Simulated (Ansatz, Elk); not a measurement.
## CaZnGaH: X-ray structure factors from the self-consistent density

Structure refinements treat a crystal as free atoms side by side. For a made-up structure of CaZnGaH (cell and positions from a r2SCAN relaxation) the runs below show what the calculated density changes in F(hkl).

Main program and level: Elk 11.2.3 (patched build); DFT, PBE, all-electron APW+lo, Dirac cores, scalar-relativistic bands, static density, no spin.

The structure was built from a prototype and need not be the compound's stable phase.

**1. Starting point**

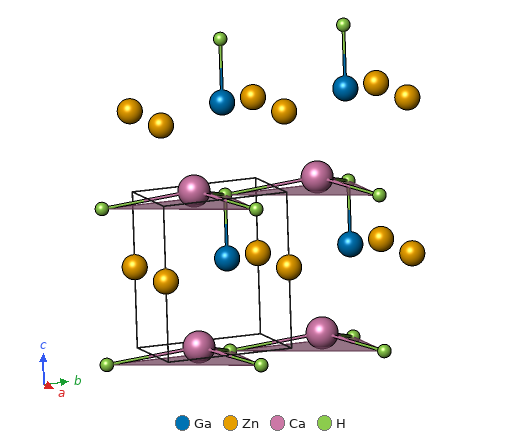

The cell as given, slightly off an axis (gallium blue, zinc orange, calcium pink, hydrogen green). 1×2×2 cells are drawn. Some periodic images of atoms are drawn too.

Coordinates:

```cif
data_structure
_symmetry_space_group_name_H-M 'P 1'
_symmetry_Int_Tables_number 1
_cell_length_a 4.3398
_cell_length_b 4.3398
_cell_length_c 4.1650
_cell_angle_alpha 90.000
_cell_angle_beta 90.000
_cell_angle_gamma 120.000
_cell_volume 67.93
loop_
_atom_site_label
_atom_site_type_symbol
_atom_site_fract_x
_atom_site_fract_y
_atom_site_fract_z
_atom_site_occupancy
Ga1 Ga 0.33333 0.66667 0.54414 1
Zn2 Zn 0.00000 0.00000 0.51753 1
Ca3 Ca 0.66667 0.33333 0.03703 1
H4 H 0.33333 0.66667 0.95150 1
```

**2. Ground state and structure factors**

An all-electron density is needed, since X-rays see the cores too. Task 0 finds the density and task 195 Fourier-transforms it; tshift is off so that phases refer to the origin typed.

elk.in

```
tasks
  0
  195

xctype
  20

spinpol
  .false.

rgkmax
  7.0

gmaxvr
  14.0

lmaxo
  7

lmaxapw
  8

swidth
  0.002

tshift
  .false.

ramdisk
  .false.

hmaxvr
  5.5

maxscl
  120

epspot
  1e-06

sppath
  './'

avec
  8.20099262941 -0.00000000000 -0.00000000000
  -4.10049631471 7.10226795332 0.00000000000
  -0.00000000000 -0.00000000000 7.87069870896

atoms
  4
  'Ga.in'
  1
  0.3333333333 0.6666666667 0.5441372604   0.000000 0.000000 0.000000
  'Zn.in'
  1
  -0.0000000000 -0.0000000000 0.5175338353   0.000000 0.000000 0.000000
  'Ca.in'
  1
  0.6666666667 0.3333333333 0.0370260941   0.000000 0.000000 0.000000
  'H.in'
  1
  0.3333333333 0.6666666667 0.9515028102   0.000000 0.000000 0.000000

ngridk
  6 6 6
```

Command:

```
OMP_NUM_THREADS=4 elk
```

Numbers of over 12 decimals in the logs are rounded to 6 here.

The program printed:

```text
┌─────────────────────────┐
│ Elk code version 11.2.3 │
└─────────────────────────┘

All units are atomic (Hartree, Bohr, etc.)

┌─────────────────────────────────────────────────┐
│ Ground-state run starting from atomic densities │
└─────────────────────────────────────────────────┘

Lattice vectors :
   8.200992629      -0.000000000      -0.000000000
  -4.100496315       7.102267953       0.000000000
  -0.000000000      -0.000000000       7.870698709

Reciprocal lattice vectors :
  0.7661493664      0.4423365430       0.000000000
   0.000000000      0.8846730859       0.000000000
   0.000000000       0.000000000      0.7983008294

Unit cell volume      :    458.4339397
Brillouin zone volume :   0.5410816956

Muffin-tin inner radius fraction :   0.1000000000E-01

Nuclei treated as point charges

Species : 1 (Ga)
 parameters loaded from : Ga.in
 name : gallium
 nuclear charge    :   -31.00000000
 electronic charge :    31.00000000
 atomic mass :    127097.2539
 muffin-tin radius :    1.993422004
 number of radial points in muffin-tin :    993
 inner part over the whole radius :   0.9871918802E-02
 number on inner part of muffin-tin    :    698
 approximate nuclear radius :   0.7562051033E-04
 number of mesh points to nuclear radius :    343
 atomic positions (lattice), magnetic fields (Cartesian) :
  1 :   0.33333333  0.66666667  0.54413726    0.00000000  0.00000000  0.00000000

Species : 2 (Zn)
 parameters loaded from : Zn.in
 name : zinc
 nuclear charge    :   -30.00000000
 electronic charge :    30.00000000
 atomic mass :    119233.3130
 muffin-tin radius :    2.400000000
 number of radial points in muffin-tin :    993
 inner part over the whole radius :   0.9843840322E-02
 number on inner part of muffin-tin    :    701
 approximate nuclear radius :   0.7484757725E-04
 number of mesh points to nuclear radius :    337
 atomic positions (lattice), magnetic fields (Cartesian) :
  1 :   0.00000000  0.00000000  0.51753384    0.00000000  0.00000000  0.00000000

Species : 3 (Ca)
 parameters loaded from : Ca.in
 name : calcium
 nuclear charge    :   -20.00000000
 electronic charge :    20.00000000
 atomic mass :    73057.72475
 muffin-tin radius :    2.400000000
 number of radial points in muffin-tin :    993
 inner part over the whole radius :   0.9970789793E-02
 number on inner part of muffin-tin    :    698
 approximate nuclear radius :   0.6614485811E-04
 number of mesh points to nuclear radius :    321
 atomic positions (lattice), magnetic fields (Cartesian) :
  1 :   0.66666667  0.33333333  0.03702609    0.00000000  0.00000000  0.00000000

Species : 4 (H)
 parameters loaded from : H.in
 name : hydrogen
 nuclear charge    :   -1.000000000
 electronic charge :    1.000000000
 atomic mass :    1837.362221
 muffin-tin radius :    1.162829503
 number of radial points in muffin-tin :    393
 inner part over the whole radius :   0.9668763738E-02
 number on inner part of muffin-tin    :    256
 approximate nuclear radius :   0.2766748019E-04
 number of mesh points to nuclear radius :     79
 atomic positions (lattice), magnetic fields (Cartesian) :
  1 :   0.33333333  0.66666667  0.95150281    0.00000000  0.00000000  0.00000000

Total number of atoms per unit cell :    4
Total muffin-tin volume :    155.5786610
 ratio of muffin-tin to unit cell volume :   0.3393698579

Spin treatment :
 spin-unpolarised

Number of Bravais lattice symmetries :   24
Number of crystal symmetries         :    6
Crystal has no inversion symmetry
Complex Hermitian eigensolver will be used

k-point grid :      6     6     6
k-point offset :    0.000000000       0.000000000       0.000000000
k-point set is reduced with full crystal symmetry group
Total number of k-points :       60

Muffin-tin radius times maximum |G+k| :    7.000000000
 using average radius
Maximum |G+k| for APW functions       :    3.519245209
Maximum (1/2)|G+k|²                   :    6.192543422
Maximum |G| for potential and density :    14.00000000
Constant for pseudocharge density :    8
[...]
from k-point 16 to k-point 56
Estimated direct band gap   :   0.1739856048E-01
 at k-point 2

Charges :
 core                        :    40.00000000
 valence                     :    42.00000000
 interstitial                :    5.523805707
 muffin-tins (core leakage)
  species : 1 (Ga)
   atom 1                    :    28.84189272     (  0.6466093996E-02)
  species : 2 (Zn)
   atom 1                    :    28.78049348     (  0.8526269890E-04)
  species : 3 (Ca)
   atom 1                    :    18.20401116     ( -0.1989480616E-06)
  species : 4 (H)
   atom 1                    :   0.6497969238     (   0.000000000    )
 total in muffin-tins        :    76.47619429
 total calculated charge     :    81.99306239
 total charge                :    82.00000000
 error                       :   0.6937607258E-02

RMS change in Kohn-Sham potential (target) :    26.31164214     (  0.1000000000E-05)
Absolute change in total energy (target)   :   0.1071487166     (  0.1000000000E-03)

[... loops 3 to 20 left out ...]

┌──────────────────┐
│ Loop number : 21 │
└──────────────────┘

Energies :
 Fermi                       :     0.192550
 sum of occupied eigenvalues :     -2541.8224481640
 electron kinetic            :      4497.9766262994
 core electron kinetic       :      4104.9269256616
 Coulomb                     :     -8735.3158041664
 Coulomb potential           :     -6800.8854518159
 nuclear-nuclear             :     -579.19428256086
 electron-nuclear            :     -9524.5466473398
 Hartree                     :      1368.4251257343
 Madelung                    :     -5334.8730782584
 xc potential                :     -238.91362264754
 exchange                    :     -180.09799801352
 correlation                 :     -3.807949
 electron entropic           :    -0.57251129422351E-03
 total energy                :     -4421.2456978433

Density of states at Fermi energy :    46.50908544
 (states/Hartree/unit cell)

Estimated indirect band gap :   0.4517777272E-02
 from k-point 24 to k-point 29
Estimated direct band gap   :   0.1929321826E-01
 at k-point 43

Charges :
 core                        :    40.00000000
 valence                     :    42.00000000
 interstitial                :    5.439712706
 muffin-tins (core leakage)
  species : 1 (Ga)
[...]
species : 2 (Zn)
[...]
species : 3 (Ca)
[...]
species : 4 (H)
   atom 1                    :   0.5725394346     (   0.000000000    )
 total in muffin-tins        :    76.56028729
 total calculated charge     :    81.99337734
 total charge                :    82.00000000
 error                       :   0.6622656950E-02

RMS change in Kohn-Sham potential (target) :   0.7075808527E-06 (  0.1000000000E-05)
Absolute change in total energy (target)   :   0.5173214959E-06 (  0.1000000000E-03)

Convergence targets achieved

┌──────────────────┐
│ Loop number : 22 │
└──────────────────┘

Energies :
 Fermi                       :     0.192550
 sum of occupied eigenvalues :     -2541.8224482376
 electron kinetic            :      4497.9766261073
 core electron kinetic       :      4104.9269255542
 Coulomb                     :     -8735.3158041301
 Coulomb potential           :     -6800.8854517022
 nuclear-nuclear             :     -579.19428256086
 electron-nuclear            :     -9524.5466473814
 Hartree                     :      1368.4251258121
 Madelung                    :     -5334.8730782790
 xc potential                :     -238.91362264272
 exchange                    :     -180.09799801695
 correlation                 :     -3.807949
 electron entropic           :    -0.57251129218443E-03
 total energy                :     -4421.2456980026

Density of states at Fermi energy :    46.50908525
 (states/Hartree/unit cell)

Estimated indirect band gap :   0.4517777266E-02
 from k-point 24 to k-point 29
Estimated direct band gap   :   0.1929321812E-01
 at k-point 25

Charges :
 core                        :    40.00000000
 valence                     :    42.00000000
 interstitial                :    5.439712702
 muffin-tins (core leakage)
  species : 1 (Ga)
   atom 1                    :    28.83079362     (  0.6211521119E-02)
  species : 2 (Zn)
   atom 1                    :    28.99054432     (  0.8050234834E-04)
  species : 3 (Ca)
   atom 1                    :    18.16640992     ( -0.1987929998E-06)
  species : 4 (H)
   atom 1                    :   0.5725394343     (   0.000000000    )
 total in muffin-tins        :    76.56028730
 total calculated charge     :    81.99337734
 total charge                :    82.00000000
 error                       :   0.6622656938E-02

┌──────────────────────────────┐
│ Self-consistent loop stopped │
└──────────────────────────────┘

Warning : core states of species 1 leak from the muffin-tin :   0.6211521119E-02

Wrote STATE.OUT
```

Elapsed: 58 s, on 4 threads of Intel Xeon Platinum 8259CL at 2.50GHz (Skylake/Cascade Lake), shared host; peak memory 0.17 GiB; 3.3 min of CPU time.

SFACRHO.OUT:

```text

h k l indices transformed by vhmat matrix:
   1.000000000       0.000000000       0.000000000    
   0.000000000       1.000000000       0.000000000    
   0.000000000       0.000000000       1.000000000    

      h      k      l  multipl.   |H|            Re(F)            Im(F)           |F|

      0      0      0      1   0.0000000       82.000000     -0.51983469E-18   82.000000    
      0      0     -1      1  0.79830083      -37.002830       7.0337476       37.665409    
      0      0      1      1  0.79830083      -37.002830      -7.0337476       37.665409    
      1      0      0      3  0.88467309       4.3648519       10.342633       11.225951    
      0      1      0      3  0.88467309       4.3648519      -10.342633       11.225951    
      0      1      1      3   1.1916084      -29.250811       32.564330       43.772657    
      1      0      1      3   1.1916084      -10.763720      -34.270382       35.920979    
      1      0     -1      3   1.1916084      -29.250811      -32.564330       43.772657    
      0      1     -1      3   1.1916084      -10.763720       34.270382       35.920979    
      1      1      0      6   1.5322987       60.604068      0.44298772E-13   60.604068    
      0      0      2      1   1.5966017       54.297376       22.831366       58.902261    
      0      0     -2      1   1.5966017       54.297376      -22.831366       58.902261    
      2     -1      1      6   1.7277800      -30.750363      -5.8241428       31.297052    
     -2      1     -1      6   1.7277800      -30.750363       5.8241428       31.297052    
      2     -2      0      3   1.7693462       3.9393707       8.8350238       9.6734837    
      2      0      0      3   1.7693462       3.9393707      -8.8350238       9.6734836    
     -1      1     -2      3   1.8253173       10.893185       10.815293       15.350311    
      0      1     -2      3   1.8253173      0.72777167      -3.2256521       3.3067330
```

Elk indexes on the primitive cell of elk.in and gives |H| = 4π sin θ/λ in inverse bohr. Below, one row stands for each form hkl of the conventional cell (m members, Friedel mates merged), F is for one primitive cell and the density is static (no thermal factor). Free-atom factors are Waasmaier and Kirfel's, and R is Σm||F|−|F'||/Σm|F|.

```csv
hkl,m,sin θ/λ (Å⁻¹),"abs F, DFT",neutral atoms,diff.,abs of complex diff.
001,2,0.120,37.665,37.655,+0.011,0.016
100,6,0.133,11.226,11.255,-0.029,0.208
011,6,0.179,43.773,43.797,-0.024,0.046
101,6,0.179,35.921,36.019,-0.098,0.108
110,6,0.230,60.604,60.923,-0.319,0.319
002,2,0.240,58.902,59.112,-0.210,0.293
111,12,0.260,31.297,31.851,-0.554,0.558
200,6,0.266,9.673,9.931,-0.258,0.289
012,6,0.275,15.350,15.689,-0.339,0.360
102,6,0.275,3.307,3.356,-0.050,0.059
021,6,0.292,29.678,29.906,-0.228,0.230
201,6,0.292,36.107,36.294,-0.188,0.191
112,12,0.333,50.237,50.493,-0.256,0.259
210,12,0.352,8.880,8.952,-0.071,0.088
022,6,0.358,3.080,3.155,-0.075,0.076
202,6,0.358,13.856,14.041,-0.186,0.190
003,2,0.360,26.565,26.700,-0.135,0.136
211,12,0.372,25.885,25.988,-0.103,0.103
```

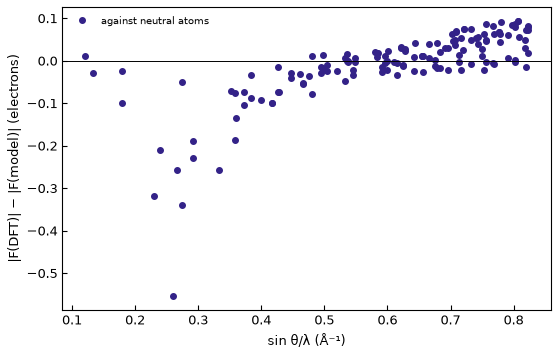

Difference between the calculated structure factors and the independent-atom ones.

**3. The highest occupied states alone**

An energy window below the Fermi level keeps the highest occupied states, to see at which angles they scatter; shallow core shells can lie inside it and anion s states outside. No new self-consistency is needed.

Changes to elk.in since step 2:

```diff
@@ -1,3 +1,2 @@
 tasks
-  0
   195
@@ -40,2 +39,5 @@
 
+wsfac
+  -0.174940 0.492550
+
 sppath
```

Command:

```
OMP_NUM_THREADS=4 elk
```

The program printed:

```text
┌─────────────────────────────────┐
│ Elk code version 11.2.3 started │
└─────────────────────────────────┘

Info(readinput): the functional depends on the density's gradient
 muffin-tin radial points multiplied by    2.00000
 (not where nrmtscf is given)

┌────────────────────┐
│ Current task : 195 │
└────────────────────┘
Info(checkmt): changed muffin-tin radius of species 1 (Ga) from   2.4000 to   1.9934
Info(checkmt): changed muffin-tin radius of species 4 (H) from   1.4000 to   1.1628

Info(sfacrho): density structure factors written to SFACRHO.OUT

 Energy window :  -0.1749400000      0.4925500000

┌──────────────────┐
│ Elk code stopped │
└──────────────────┘
```

It took 8.9 s on 4 threads; peak memory 0.17 GiB.

States within 10 eV below the Fermi level hold 18.00 electrons; any levels below the window count with the cores. Their amplitudes can exceed the total, where window and core parts have opposite phase:

```csv
hkl,sin θ/λ (Å⁻¹),"abs F, window","abs F, all"
001,0.120,10.180,37.665
100,0.133,8.368,11.226
011,0.179,8.384,43.773
101,0.179,7.796,35.921
110,0.230,7.274,60.604
002,0.240,7.064,58.902
111,0.260,5.619,31.297
200,0.266,5.762,9.673
012,0.275,5.418,15.350
102,0.275,6.041,3.307
```

[end of part 1 of 2]

[Logs are printed without paths, hosts, clocks, repeated set-up lines and the standing remarks that a program may print on its own settings, such as how far it seeks lower states.]

[Hosts, paths, dates, database ids (printed as entryN), source tags and the programs' standing remarks are cut or masked in the printed files.]
